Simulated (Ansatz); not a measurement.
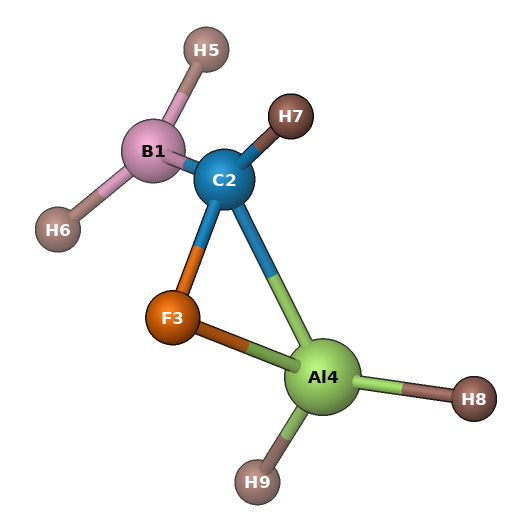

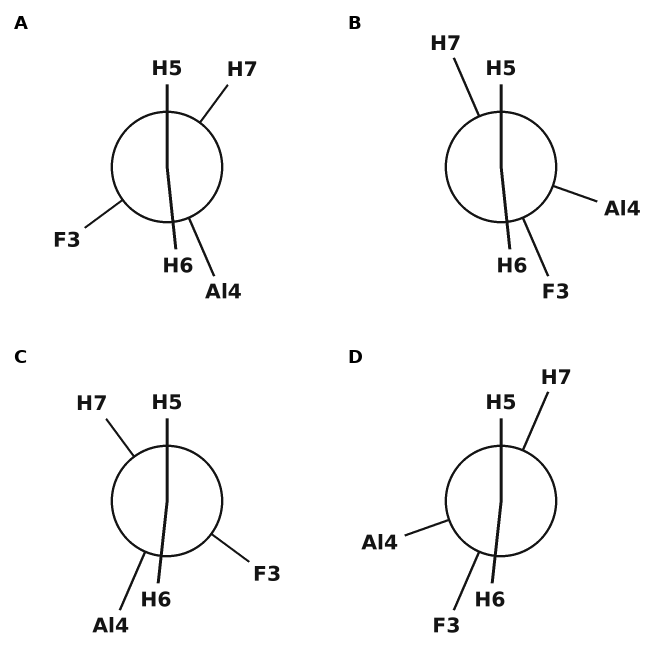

Atoms fade into the background with distance from the viewer. Bonds that would overlap in a projection are set slightly apart. The geometry was computed by an optimisation with PBE-D4/def2-SVP. No frequency run is at hand to confirm it as a minimum.

> Which Newman projection shows the view along B1–C2, with B1 in front?

D. The torsion angle H5–B1–C2–Al4 is −110°, anticlinal.
